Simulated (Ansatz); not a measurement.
The starting structures come from a database of crystals and need not be the phases stable at ambient conditions.

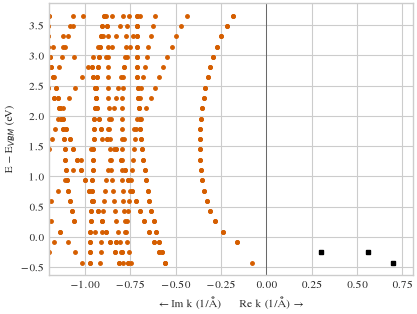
Complex bands at the centre of the two-dimensional zone; PBEsol (Ansatz, an electronic-structure program)

The gap is the functional's own. No spin-orbit coupling. Mid-gap values are interpolated on the energy grid.

### Question
This is BaSnF$_{4}$ (P4/nmm, not sure to be the ambient phase, 12 atoms a cell, 17.6 Å³ an atom, -2 GPa at this level) along the normal of (100). Read off the slowest decay at the centre of the two-dimensional zone at 1.78 eV, the computed energy nearest the middle of the gap.

### Answer
κ ≈ 0.36 1/Å, a decay length 1/(2κ) of the density of 1.4 Å.
